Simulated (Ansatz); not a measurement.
The starting structures come from a database of crystals and need not be the phases stable at ambient conditions.

 Where the default PAW files enter, the runs use the earlier of Ansatz's two default sets.

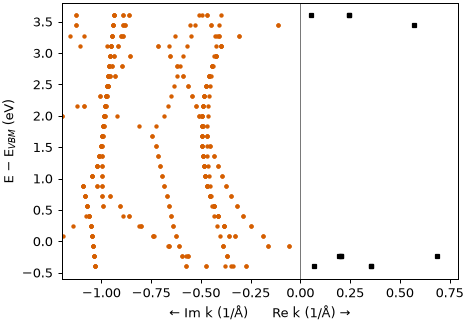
Figure: Complex bands at the centre of the two-dimensional zone; r2SCAN (Ansatz, a first-principles code)

No gap correction and no spin-orbit coupling; mid-gap values are interpolated between computed energies.

Task: This is Sr2ZnWO6 (I4/m, not sure to be the ambient phase, 10 atoms a cell, 13.1 Å³ an atom, -8 GPa at this level) along the normal of (001). Read off the slowest decay at the centre of the two-dimensional zone at 1.68 eV, the computed energy nearest the middle of the gap.

Result: κ ≈ 0.47 1/Å, a decay length 1/(2κ) of the density of 1.1 Å.
